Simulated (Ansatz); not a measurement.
# GeH6N···Br: what the fields show

Input file:

```
crystal:
  periodic: [false, false, false]
  atoms:
    - {symbol: Ge, position_ang: [-0.778858, 0.009085, -0.782891]}
    - {symbol: Br, position_ang: [2.691526, 0.050059, -0.486840]}
    - {symbol: H, position_ang: [-0.319349, -1.260594, -1.480464]}
    - {symbol: H, position_ang: [-2.275744, -0.024938, -0.427031]}
    - {symbol: H, position_ang: [-0.361920, 1.329110, -1.410385]}
    - {symbol: H, position_ang: [1.173197, -0.000417, 0.629461]}
    - {symbol: N, position_ang: [0.089201, -0.023083, 0.948508]}
    - {symbol: H, position_ang: [-0.098189, -0.864869, 1.484285]}
    - {symbol: H, position_ang: [-0.119865, 0.785747, 1.525457]}
basis:
  gaussian: {orbitals: def2-TZVPP}
hamiltonian: {xc: pbe0, dispersion: d4}
output: {orbitals: {seedname: orbitals}}
```

Run with:

```sh
ansatz run in.yaml --threads 4 --pin off --events-out ev --progress --plain --max-ram 9574MiB
```

The product side of a reaction path; geometry: PBE0-D4/def2-TZVP; a saddle point, not a minimum.

Method: RKS PBE0-D4/def2-TZVPP (Ansatz).

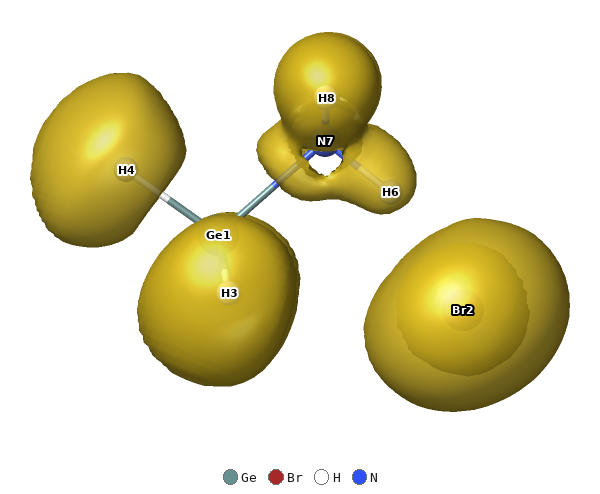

Figure 1. Isosurface of the electron localisation function at 0.75 (yellow), seen across its widest extent. Core shells and regions of very low density are left out.

### Where are the electrons localised?

The ELF exceeds this value in three regions around hydrogen nuclei, one region wrapped around Br (its valence shell) and one joined region spread over several atoms (H, N), in which their bonds and any lone pairs are merged. Along the contacts the grid gives the following. Br2···H6 (1.89 Å): the ELF climbs to about 0.90 towards the hydrogen, as it does in any bond to H. Ge–N (1.94 Å): the ELF peaks at about 0.90 in the valence shell of N, 0.7 Å from its nucleus, and is about 0.50 at the midpoint.

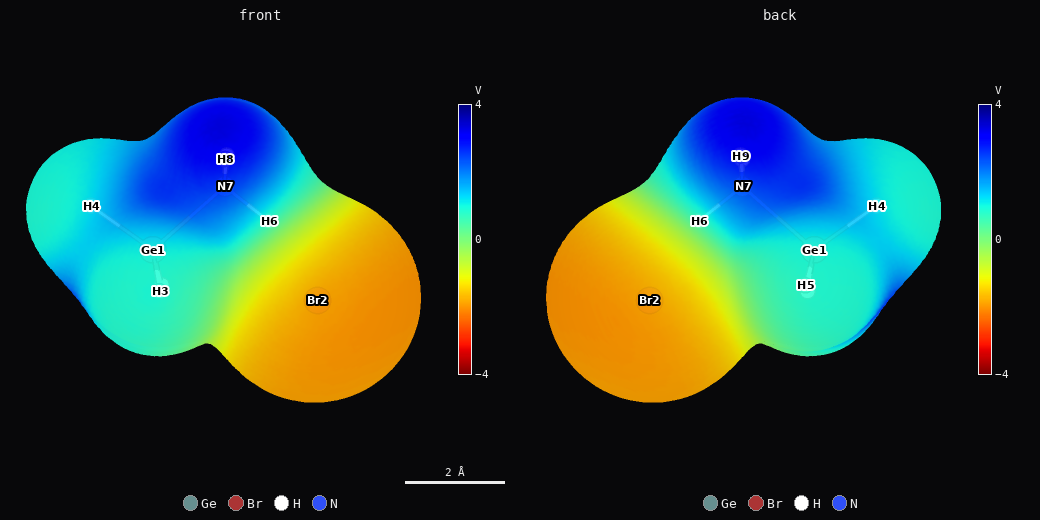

Figure 2. The electrostatic potential painted on the density surface at 0.002 e/bohr³, seen from the front and from behind; the colour scale runs from red (negative) to blue (positive).

### Which sites attract a positive test charge, and which a negative one?

A positive charge is drawn to the negative regions and a negative charge to the positive ones. The most negative region (about −2.0 V, or −46 kcal/mol for a unit charge) lies over Br2, the most positive (about +3.2 V, or +74 kcal/mol for a unit charge) over H8 and H9.

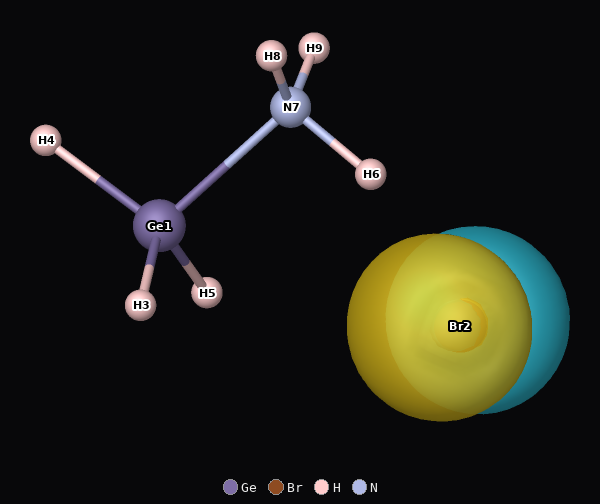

Figure 3. One frontier orbital at ±0.2 Å⁻³ᐟ² (yellow and cyan are the two phases), seen at a tilt.

### Which orbital is it: HOMO or LUMO?

The HOMO, at −6.20 eV. By Hirshfeld shares it lies mainly on Br2 (about 95 %); largely a lone pair of Br2.
